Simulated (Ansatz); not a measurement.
# Ge(CF3)2H2 (C2H2F6Ge): the relaxed shape and its frontier levels

Aim: characterise Ge(CF3)2H2 (C2H2F6Ge) as a singlet: its structure, frontier levels and distribution of charge.

The runs use Ansatz 0.2.0, Gaussian basis; RKS PBE0-D4/def2-TZVP.

The runs, in order: relaxation at r2SCAN-D4/def2-SVP; a single point at PBE0-D4/def2-TZVP.

3 further runs of the same task are left out: 1 that didn't finish, 2 set aside as unsound or not needed.

## Step 1: Where the work starts

11 atoms, charge 0, spin multiplicity 1.

Atoms are counted from 1 here; the program's logs count them from 0.

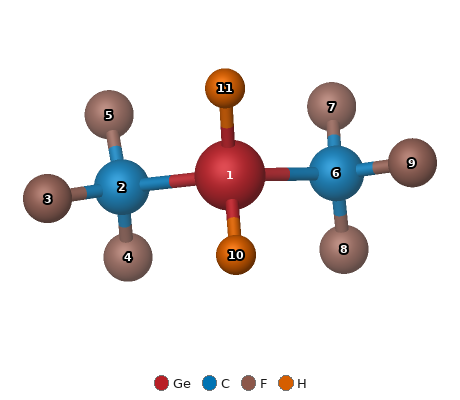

As it starts; germanium red, carbon blue, fluorine brown, hydrogen orange; atoms are numbered from 1 in the order of the file.

The start is a GFN2-xTB geometry.

## Step 2: Relaxation at r2SCAN-D4/def2-SVP

Contents of in.yaml:

```yaml
crystal:
  periodic: [false, false, false]
  atoms:
    - {symbol: Ge, position_ang: [-0.724510, 0.009660, -0.514280]}
    - {symbol: C, position_ang: [-0.672930, -0.016700, 1.499780]}
    - {symbol: F, position_ang: [-1.901570, 0.124210, 2.020570]}
    - {symbol: F, position_ang: [0.077580, 0.973930, 1.995620]}
    - {symbol: F, position_ang: [-0.179450, -1.168600, 1.970360]}
    - {symbol: C, position_ang: [1.192810, 0.010860, -1.131680]}
    - {symbol: F, position_ang: [1.863120, -1.056350, -0.678650]}
    - {symbol: F, position_ang: [1.849460, 1.102010, -0.719400]}
    - {symbol: F, position_ang: [1.276690, -0.013870, -2.470080]}
    - {symbol: H, position_ang: [-1.386730, 1.272830, -0.970960]}
    - {symbol: H, position_ang: [-1.394470, -1.237980, -1.001270]}
basis:
  gaussian: {orbitals: def2-SVP}
hamiltonian: {xc: r2scan, dispersion: d4}
scf: {lower_state_search: "off"}
output: {orbitals: {seedname: orbitals}}
relax: {f_tol: 0.02, max_steps: 100}
```

Started as:

```
ansatz run in.yaml --threads 4 --pin off --events-out ev --progress --plain --max-ram 4787MiB
```

The runs that follow: Single point, PBE0-D4/def2-TZVP.

Before running them: what should the planned runs give, taken together? Wanted: point group; commonest bond, hydrogen aside; HOMO, LUMO at PBE0-D4/def2-TZVP; dipole at r2SCAN-D4/def2-SVP.

The runs gave:

```
                       quantity                          value
                    point group                             C2
 commonest bond, hydrogen aside  C–F, 6 of mean length 1.346 Å
HOMO, LUMO at PBE0-D4/def2-TZVP                 -9.61, 0.06 eV
   dipole at r2SCAN-D4/def2-SVP                         2.03 D
```

The molecule keeps its bonding pattern by the stored test; the atoms moved 0.03 Å (rms). No usable vibrations, so a minimum isn't proven. The HOMO lies nearest to Ge1 18 %; C2, C6 about 17 % each and the LUMO to Ge1 21 %; H10, H11 about 20 % each. The point group is read from a loosely relaxed geometry; soft torsions can leave it below the true symmetry.
